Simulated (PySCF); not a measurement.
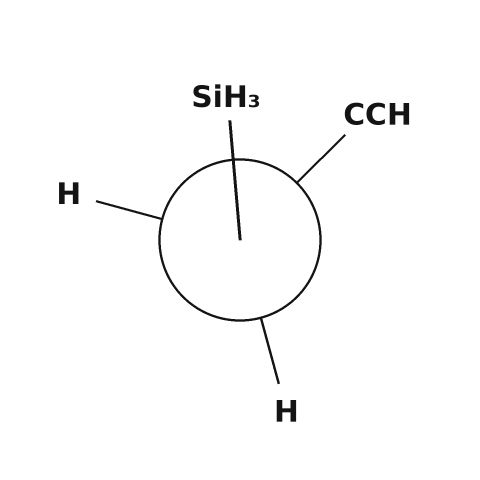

A Newman projection along the Se–Si bond, selenium in front; angles are drawn as computed, but eclipsed bonds slightly apart. The computed structure is the end point of a PBE0-D3(BJ)/def2-SVP optimisation. No frequency run is at hand to confirm it as a minimum.

Question: Which molecule is it?

Answer: C2H6SeSi2, C#C[SiH2][Se][SiH3]

Question: What is the torsion angle from the front SiH3 to the back CCH? The sign is positive where the front bond must turn clockwise to cover the back bond.

Answer: 50°, synclinal (gauche).
